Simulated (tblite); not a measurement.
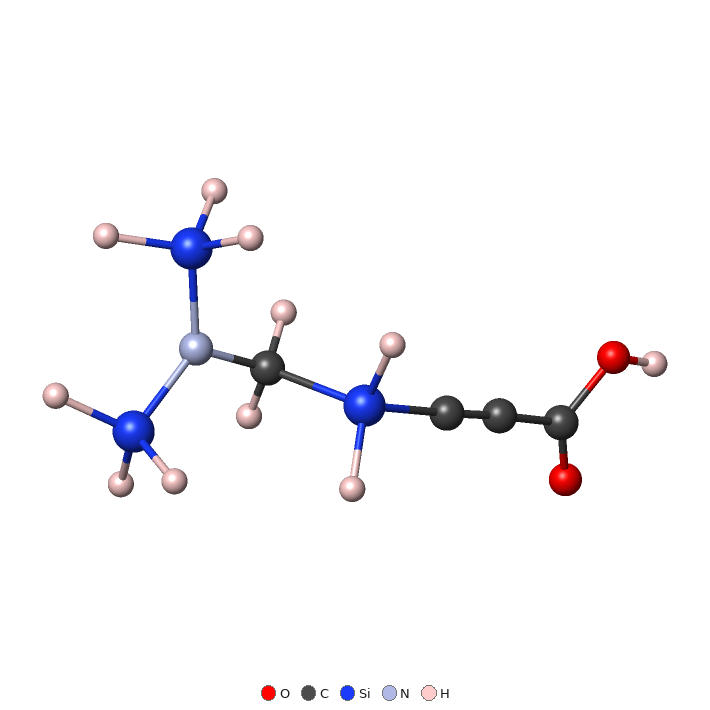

Figure made from data computed with tblite.

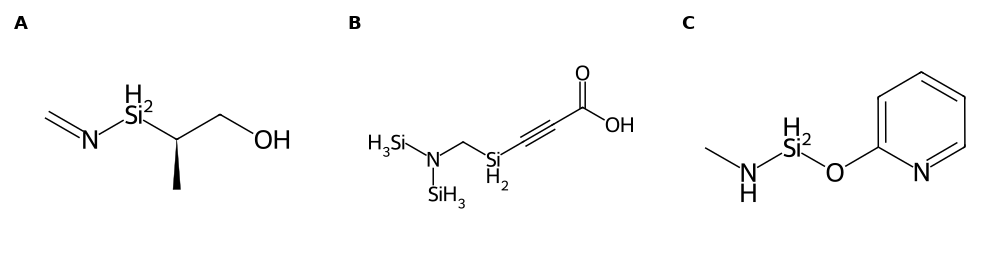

The first picture shows one of the molecules drawn in the second. Which?

B, `O=C(O)C#C[SiH2]CN([SiH3])[SiH3]`.
